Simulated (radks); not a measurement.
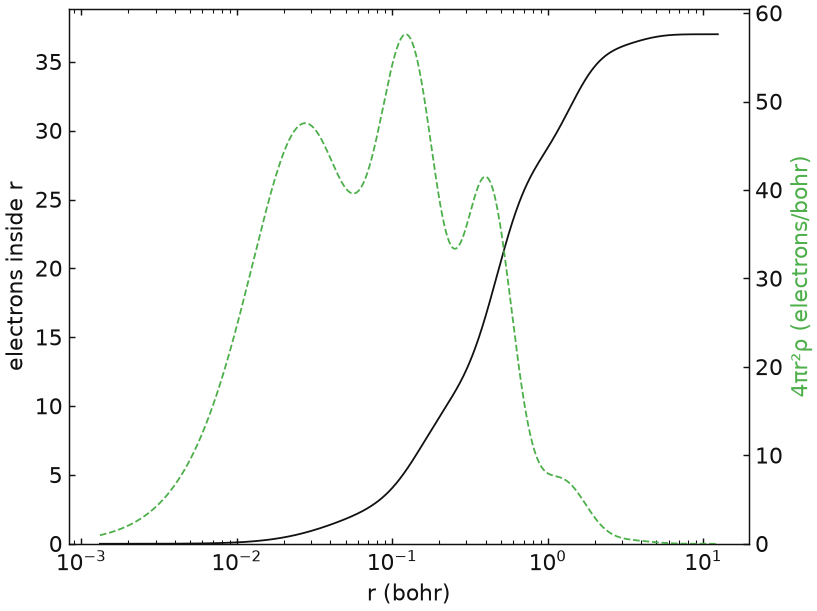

System: the strontium ion Sr⁺, configuration [Kr] 5s1 (high spin). Level of theory: scalar-relativistic Kohn-Sham, PBE, spin-polarised, spherical densities, point nucleus. Computed with the in-house radial solver radks.

```
Z 38
configuration [Kr] 5s1
relativity scalar-relativistic
functional pbe,pbe
spin polarised
nucleus point
c 137.035999084
```

The plot shows the number of electrons inside radius r (solid) and the radial density 4πr²ρ (dashed).

What does the plot show?

The count levels off at 37 electrons. Half of them lie within 0.446 bohr, 90 % within 1.66 bohr and 99 % within 4.20 bohr. The radial density has minima at 0.0561 and 0.252 bohr, where the count stands at 2.0 and 11.0; these part the shells that the density resolves.
